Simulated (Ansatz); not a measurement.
| atom | x (Å) | y (Å) | z (Å) |
| --- | --- | --- | --- |
| C | -1.9542 | 0.8948 | 1.0770 |
| O | -0.9027 | 0.2623 | 1.7695 |
| Ga | 0.5282 | -0.3912 | 0.9588 |
| O | 0.4959 | -0.1636 | -0.8071 |
| C | 1.5170 | -0.5953 | -1.6672 |
| H | -2.0759 | 1.9177 | 1.4494 |
| H | -1.7886 | 0.9407 | -0.0048 |
| H | -2.8902 | 0.3556 | 1.2584 |
| H | 1.6771 | -1.0848 | 1.7266 |
| H | 2.3448 | -1.0960 | -1.1458 |
| H | 1.1136 | -1.2993 | -2.4035 |
| H | 1.9350 | 0.2590 | -2.2112 |

Geometry: PBE0-D4/def2-TZVP.

Computed with RKS PBE0-D4/def2-TZVPP in Ansatz 0.2.0.

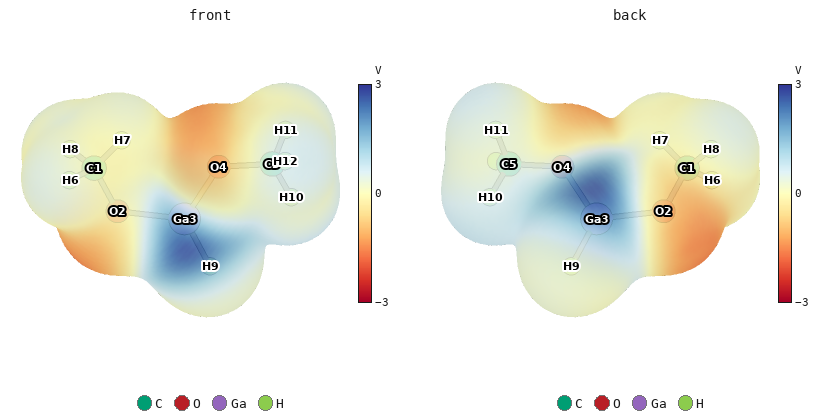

C₂H₇GaO₂. The electrostatic potential painted on the density surface at 0.002 e/bohr³, seen from the front and from behind; red is negative and blue positive.

### Where is the surface potential most negative and most positive?

The most negative region (about −1.5 V) lies over O2, the most positive (about +2.6 V) over Ga3. O2 is the likeliest acceptor of a hydrogen bond.
